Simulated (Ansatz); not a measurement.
Geometry relaxation, with input and output: AlN3H8 (part 1 of 2)

AlN3H8, computed with RKS PBE-D4/def2-SVP (Ansatz 0.2.0).

It belongs to a series of runs on one base structure; here: end point A relaxed. Figures and captions count atoms from 1; the log counts them from 0 in places.

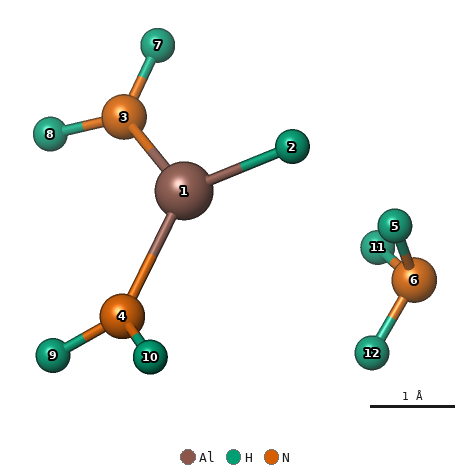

Fig. 1: The structure as given in the input (ball-and-stick view, seen at a tilt; atoms are numbered from 1 in the order of the input). Sticks mark near contacts. Bond lengths as drawn: Al–H 1.55 Å, Al–N 1.79 Å and H–N 1.02 to 1.03 Å.

Summary

- outcome: converged
- total energy: −11184.9582 eV
- mean-field energy: −11184.7574 eV
- largest force (length of the vector) at the end: 0.024 eV/Å
- hardware: 2 threads of Intel Xeon @ 2.90GHz (Ice Lake), 16 GiB of memory available, shared host
- wall time: 20 s (CPU time 38 s)
- peak memory: 0.2 GiB

Input file
```yaml
crystal:
  periodic: [false, false, false]
  atoms:
    - { symbol: Al, position_ang: [-0.106814, 0.206362, 0.859697] }
    - { symbol: H, position_ang: [0.878363, -0.917892, 1.251895] }
    - { symbol: "N", position_ang: [0.52141, 1.846319, 0.519583] }
    - { symbol: "N", position_ang: [-1.852448, -0.16414, 0.728982] }
    - { symbol: H, position_ang: [1.251527, -1.524482, -0.540529] }
    - { symbol: "N", position_ang: [1.136446, -1.503012, -1.56208] }
    - { symbol: H, position_ang: [1.512893, 2.085469, 0.581521] }
    - { symbol: H, position_ang: [-0.02477, 2.685659, 0.317937] }
    - { symbol: H, position_ang: [-2.593604, 0.478425, 0.44438] }
    - { symbol: H, position_ang: [-2.257331, -1.064923, 0.99168] }
    - { symbol: H, position_ang: [1.410852, -0.555895, -1.85827] }
    - { symbol: H, position_ang: [0.123475, -1.572191, -1.734696] }
basis:
  gaussian: { orbitals: def2-SVP }
hamiltonian:
  xc: pbe
  dispersion: d4
relax:
  f_tol: 0.03
  max_steps: 50
output:
  orbitals: {}
```

Run as:
```bash
ansatz run input.yaml --threads 2 --pin off --max-ram 3072MiB --backend cpu --events-out ev --progress --plain --runs-dir out
```

What the program printed
```
The last accepted step is kept in [file] (removed where the run ends without a failure and the disk answers)
Engine: ansatz 0.2.0, x86_64-unknown-linux-gnu
Functional definition: PBE
  parameter kappa = 0.804
  parameter beta = 0.06672455060314922
  exchange = pbe_x(kappa = kappa, mu = beta*pi^2/3)
  correlation = pbe_c(beta = beta)
1173 factors; their error is unknown
mean field evaluation 1: about -11161.6147 eV, gradient 1.0e2 eV
mean field evaluation 2: about -11098.4599 eV, gradient 1.8e2 eV
mean field evaluation 4: about -11183.8801 eV, gradient 5.2e0 eV
mean field evaluation 8: about -11183.9808 eV, gradient 1.4e-1 eV
mean field evaluation 16: about -11183.9225 eV, gradient 8.8e-5 eV
mean field -11183.92245325 eV, -411.0015694220 hartree, gradient 1.4e-5 eV, S^2 0.000000; 0 other end points of the search recorded, 0 dependent functions left out
the calculation of the forces begins
reference -11183.92249696 eV, -411.0015710284 hartree; 21, 21 occupied and 79, 79 virtual orbitals, 1173 factors
relax step   1: F+E_penalty+E_count = -11184.09420733 eV  Δ(F+E_penalty+E_count) = +0.000e0 eV  max|allowed force component| = 4.513e-1 eV/Å  Δτ_max = 0.0000 Å  (27 SCF iters, accepted)
these checks for a lower state are left out or cut short: starts, cluster_reference, orbital_swaps, neighbouring_geometries, increment
1173 factors; their error is unknown
mean field -11183.98827372 eV, -411.0039882796 hartree, gradient 1.7e-5 eV, S^2 0.000000; 0 other end points of the search recorded, 0 dependent functions left out
[... from here on the field's lines of each further geometry are left out, up to the last ...]
relax step   2: F+E_penalty+E_count = -11184.15831577 eV  Δ(F+E_penalty+E_count) = -6.411e-2 eV  max|allowed force component| = 7.534e-1 eV/Å  Δτ_max = 0.1921 Å  (27 SCF iters, accepted)
relax step   3: F+E_penalty+E_count = -11184.19720508 eV  Δ(F+E_penalty+E_count) = -3.889e-2 eV  max|allowed force component| = 9.954e-1 eV/Å  Δτ_max = 0.1971 Å  (27 SCF iters, accepted)
relax step   4: F+E_penalty+E_count = -11184.25581691 eV  Δ(F+E_penalty+E_count) = -5.861e-2 eV  max|allowed force component| = 4.010e-1 eV/Å  Δτ_max = 0.1407 Å  (27 SCF iters, accepted)
relax step   5: F+E_penalty+E_count = -11184.30742666 eV  Δ(F+E_penalty+E_count) = -5.161e-2 eV  max|allowed force component| = 4.267e-1 eV/Å  Δτ_max = 0.1943 Å  (26 SCF iters, accepted)
relax step   6: F+E_penalty+E_count = -11184.32917669 eV  Δ(F+E_penalty+E_count) = -2.175e-2 eV  max|allowed force component| = 7.087e-1 eV/Å  Δτ_max = 0.1905 Å  (27 SCF iters, accepted)
relax step   7: F+E_penalty+E_count = -11184.34309521 eV  Δ(F+E_penalty+E_count) = -1.392e-2 eV  max|allowed force component| = 3.852e-1 eV/Å  Δτ_max = 0.0747 Å  (29 SCF iters, accepted)
relax step   8: F+E_penalty+E_count = -11184.37658206 eV  Δ(F+E_penalty+E_count) = -3.349e-2 eV  max|allowed force component| = 4.311e-1 eV/Å  Δτ_max = 0.1546 Å  (33 SCF iters, accepted)
relax step   9: F+E_penalty+E_count = -11184.67876937 eV  Δ(F+E_penalty+E_count) = -3.022e-1 eV  max|allowed force component| = 1.081e0 eV/Å  Δτ_max = 0.1915 Å  (33 SCF iters, accepted)
relax step  10: F+E_penalty+E_count = -11184.62102123 eV  Δ(F+E_penalty+E_count) = +5.775e-2 eV  max|allowed force component| = 3.320e0 eV/Å  Δτ_max = 0.1952 Å  (32 SCF iters, rejected (line search))
relax step  11: F+E_penalty+E_count = -11184.89221262 eV  Δ(F+E_penalty+E_count) = -2.134e-1 eV  max|allowed force component| = 5.488e-1 eV/Å  Δτ_max = 0.0939 Å  (27 SCF iters, accepted)
relax step  12: F+E_penalty+E_count = -11184.92512665 eV  Δ(F+E_penalty+E_count) = -3.291e-2 eV  max|allowed force component| = 3.755e-1 eV/Å  Δτ_max = 0.0999 Å  (27 SCF iters, accepted)
relax step  13: F+E_penalty+E_count = -11184.95396156 eV  Δ(F+E_penalty+E_count) = -2.883e-2 eV  max|allowed force component| = 3.024e-1 eV/Å  Δτ_max = 0.0977 Å  (28 SCF iters, accepted)
relax step  14: F+E_penalty+E_count = -11184.95764740 eV  Δ(F+E_penalty+E_count) = -3.686e-3 eV  max|allowed force component| = 4.656e-2 eV/Å  Δτ_max = 0.0284 Å  (28 SCF iters, accepted)
the calculation of the forces begins
reference -11184.75736281 eV, -411.0322517823 hartree; 21, 21 occupied and 79, 79 virtual orbitals, 1173 factors
relax step  15: F+E_penalty+E_count = -11184.95814502 eV  Δ(F+E_penalty+E_count) = -4.976e-4 eV  max|allowed force component| = 2.026e-2 eV/Å  Δτ_max = 0.0169 Å  (29 SCF iters, accepted)
1173 factors; their error is unknown
mean field evaluation 128: about -11184.8166 eV, gradient 1.9e-1 eV
```

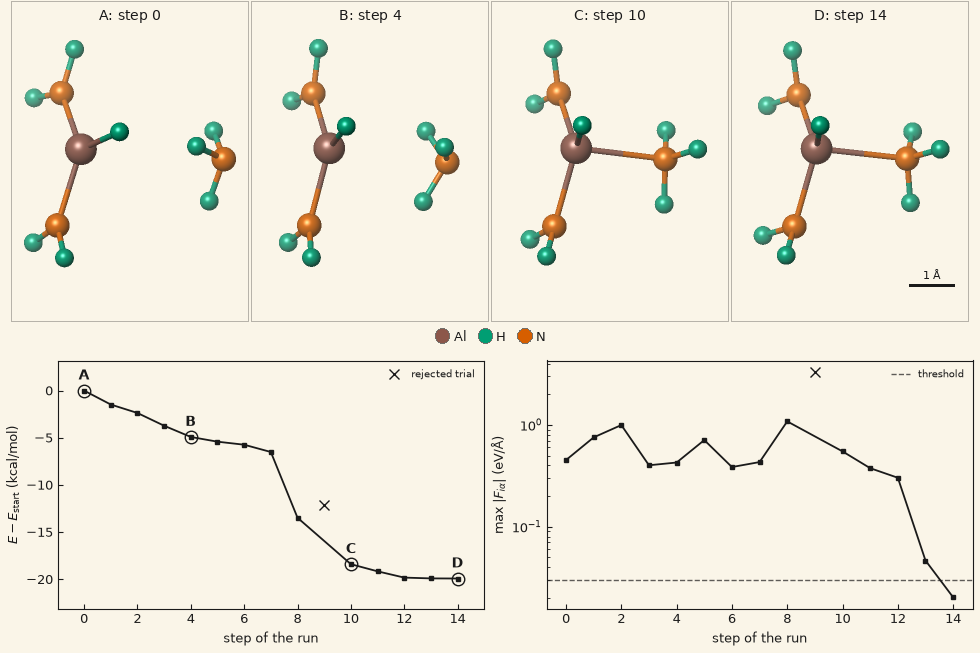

Fig. 2: Frames of the relaxation (ball-and-stick view, seen at a tilt) above the curves, on which the letters mark them (the first geometry is step 0 here and step 1 in the log).

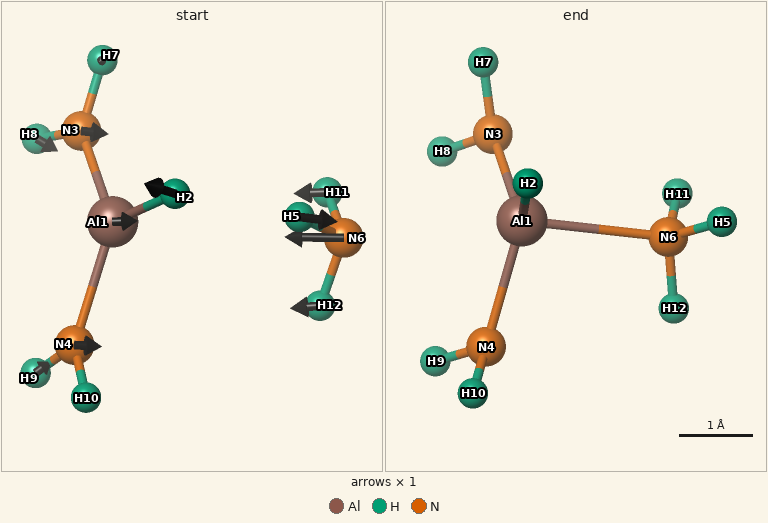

Fig. 3: Before (left) and after (right) the relaxation, at one scale (ball-and-stick view, seen at a tilt). The black arrows give the displacements, at true length. The atom that moves furthest after the best rigid fit is N6 (0.82 Å). By element the largest moves are N 0.82 Å, H 0.58 Å, Al 0.35 Å. Among the contacts that change: Al1–N6 3.214 → 2.084 Å, Al1–H2 1.545 → 1.616 Å, Al1–N3 1.789 → 1.838 Å. New bonds form: Al1–N6 (3.21 → 2.08 Å). Among the angles that change: Al1–N3–H8 127.1° → 120.2°, N3–Al1–N4 121.2° → 114.5°, H5–N6–H11 106.0° → 109.3°. After 14 geometry steps the energy has fallen by 19.9 kcal/mol. The largest force component goes from 0.45 to 0.02 eV/Å. The line search rejected the trial step at point 9 (counted from 0) and went back. (Atoms are counted from 1 in the order of the input.)

```
mean field -11184.75732059 eV, -411.0322502310 hartree, gradient 9.0e-6 eV, S^2 0.000000; 1 other end points of the search recorded, 0 dependent functions left out
the calculation of the forces begins
reference -11184.75736281 eV, -411.0322517823 hartree; 21, 21 occupied and 79, 79 virtual orbitals, 1173 factors
Total energy: -11184.95818723 eV, -411.0396319439 hartree
Atom 0 at     0.080354    -0.026894     0.677050 Å, force    -0.009291     0.008270    -0.020265 eV/Å
Atom 1 at     0.861959    -0.833056     1.839678 Å, force     0.004563    -0.005303     0.005629 eV/Å
Atom 2 at     0.645605     1.655971     0.201525 Å, force     0.003304     0.002904    -0.000219 eV/Å
Atom 3 at    -1.710883    -0.335078     0.403438 Å, force     0.000577    -0.004949     0.001409 eV/Å
Atom 4 at     1.423606    -1.781269    -0.983027 Å, force    -0.008892     0.009552     0.000092 eV/Å
Atom 5 at     0.757023    -0.999961    -1.036942 Å, force     0.009574    -0.015318    -0.012206 eV/Å
Atom 6 at     1.474946     2.059672     0.648193 Å, force     0.003744    -0.001788     0.003166 eV/Å
Atom 7 at    -0.032507     2.416999     0.094129 Å, force    -0.005824     0.004046     0.000980 eV/Å
Atom 8 at    -2.359738     0.451253     0.297491 Å, force    -0.001694     0.006373     0.000770 eV/Å
Atom 9 at    -2.195723    -1.045453     0.960835 Å, force     0.001614    -0.002788     0.002035 eV/Å
Atom 10 at     1.164299    -0.242015    -1.605742 Å, force    -0.003016    -0.003150     0.010762 eV/Å
Atom 11 at    -0.108942    -1.320471    -1.496530 Å, force     0.005342     0.002150     0.007848 eV/Å
Dipole moment:     0.115276    -0.199984    -0.626246 e Å
```

Trajectory as extended XYZ (Å, eV, eV/Å), 15 frames, from step=1 to step=15
```
12
Properties=species:S:1:pos:R:3:forces:R:3 step=1 energy=-11184.09421
Al   -0.1068    0.2064    0.8597   -0.4057   0.4329  -0.3088
H     0.8784   -0.9179    1.2519    0.4206  -0.4513   0.4298
N     0.5214    1.8463    0.5196   -0.0060  -0.0355   0.0080
N    -1.8524   -0.1641    0.7290    0.0457   0.0004  -0.0062
H     1.2515   -1.5245   -0.5405    0.0654  -0.0885   0.0106
N     1.1364   -1.5030   -1.5621   -0.1077   0.1201  -0.1337
H     1.5129    2.0855    0.5815    0.0036   0.0225   0.0052
H    -0.0248    2.6857    0.3179    0.0063  -0.0035  -0.0234
H    -2.5936    0.4784    0.4444   -0.0138  -0.0008  -0.0007
H    -2.2573   -1.0649    0.9917   -0.0093   0.0051  -0.0062
H     1.4109   -0.5559   -1.8583   -0.0081   0.0028   0.0111
H     0.1235   -1.5722   -1.7347    0.0089  -0.0042   0.0142
12
Properties=species:S:1:pos:R:3:forces:R:3 step=2 energy=-11184.15832
Al   -0.1046    0.2094    0.8956   -0.0202  -0.0041  -0.1230
H     0.8861   -0.9051    1.4434    0.0406  -0.0333   0.1448
N     0.5244    1.8397    0.5102   -0.0145   0.0292  -0.0295
N    -1.8446   -0.1685    0.7127    0.0239  -0.0017  -0.0193
H     1.3456   -1.6563   -0.6318   -0.1662   0.1455  -0.7534
N     1.1096   -1.4756   -1.6377   -0.0800   0.2111   0.5957
H     1.5111    2.0917    0.6008   -0.0212   0.0145   0.0055
H    -0.0207    2.6646    0.2453    0.0538  -0.0808  -0.0043
H    -2.5789    0.4681    0.3957    0.0178  -0.0199  -0.0048
H    -2.2584   -1.0604    0.9919   -0.0016   0.0064  -0.0048
H     1.3528   -0.4851   -1.8222   -0.0301  -0.2469   0.1215
H     0.0777   -1.5228   -1.7038    0.1977  -0.0200   0.0717
12
Properties=species:S:1:pos:R:3:forces:R:3 step=3 energy=-11184.19721
Al   -0.0780    0.1805    0.8909    0.0833  -0.1203  -0.0291
H     0.8960   -0.9031    1.5527   -0.0511   0.0676   0.0619
N     0.5526    1.8007    0.4649    0.0255   0.0801  -0.0537
N    -1.8116   -0.2053    0.6635   -0.0232  -0.0187  -0.0299
H     1.3870   -1.7150   -0.6910   -0.3764   0.3906  -0.9954
N     1.0342   -1.3849   -1.6330   -0.0409   0.1931   0.9296
H     1.5295    2.0722    0.6044   -0.0674   0.0045  -0.0107
H     0.0105    2.6077    0.1413    0.0794  -0.1080   0.0174
H    -2.5369    0.4233    0.3098    0.0369  -0.0366   0.0035
H    -2.2368   -1.0819    0.9743    0.0070   0.0220  -0.0165
H     1.2565   -0.3699   -1.6945    0.0124  -0.4000   0.0899
H    -0.0029   -1.4247   -1.5831    0.3145  -0.0742   0.0331
12
Properties=species:S:1:pos:R:3:forces:R:3 step=4 energy=-11184.25582
Al   -0.0490    0.1483    0.9025    0.0781  -0.1144  -0.1574
H     0.9079   -0.9095    1.6190   -0.0240   0.0395   0.1013
N     0.5902    1.7501    0.4195    0.0209   0.0166  -0.0091
N    -1.7719   -0.2523    0.6208   -0.0007  -0.0129  -0.0036
H     1.3324   -1.6455   -0.6713   -0.1286   0.1288  -0.3985
N     0.9549   -1.2869   -1.5705   -0.0420   0.1077   0.4010
H     1.5576    2.0362    0.5833   -0.0026   0.0240   0.0076
H     0.0542    2.5376    0.0489    0.0177  -0.0185  -0.0052
H    -2.4859    0.3663    0.2322   -0.0069   0.0034  -0.0094
H    -2.2042   -1.1225    0.9358   -0.0194  -0.0159   0.0112
H     1.1882   -0.2813   -1.6159   -0.0002  -0.1369   0.0413
H    -0.0743   -1.3407   -1.5042    0.1076  -0.0212   0.0207
```
